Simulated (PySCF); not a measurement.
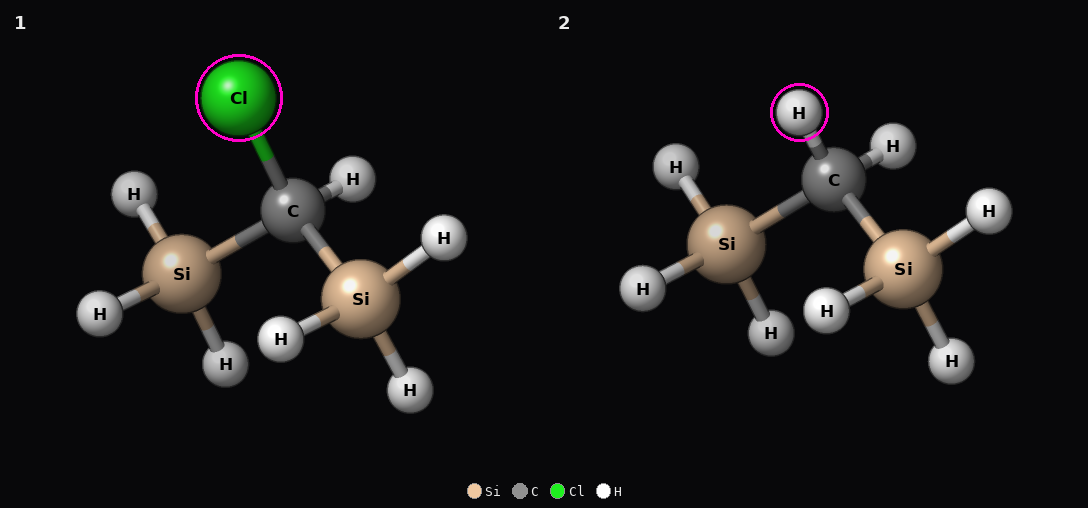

2 molecules with one skeleton, seen from the same side and at one scale; the atom that differs is circled. Charge 0, singlet. Computed geometries: PBE0-D3(BJ)/def2-SVP optimisations, one conformation each. Properties computed with PySCF 2.14.0.

One atom differs, called X below: Cl in panel 1, H in panel 2. Their formulas are CH7ClSi2 (`[SiH3]C([SiH3])Cl`), CH8Si2 (`[SiH3]C[SiH3]`).

In which is the HOMO–LUMO gap larger (ωB97X-D/pcSseg-2)?

Answer. In panel 2 (X = H).

In which is the Hirshfeld charge of X higher (PBE0/STO-3G)?

Answer. In panel 2 (X = H).

Give the values. With PBE0-D3(BJ)/def2-SVP: length of X–C (Å), mean angle Si–C–X (°). With ωB97X-D/pcSseg-2: dipole moment (D), HOMO energy (Kohn–Sham orbital) (eV), HOMO–LUMO gap (eV), GIAO shielding of the C bonded to X (ppm). With PBE0/STO-3G: Hirshfeld charge of X (e).

```
                                 quantity  1 (Cl)   2 (H)   2 − 1
                        length of X–C (Å)   1.810   1.104  −0.706
                    mean angle Si–C–X (°)   107.8   108.6    +0.8
                        dipole moment (D)    1.57    0.85   −0.72
     HOMO energy (Kohn–Sham orbital) (eV)   −9.95  −10.65   −0.70
                       HOMO–LUMO gap (eV)   11.22   12.36   +1.14
GIAO shielding of the C bonded to X (ppm)   160.9   200.5   +39.6
                Hirshfeld charge of X (e)   −0.21    0.01   +0.22
```
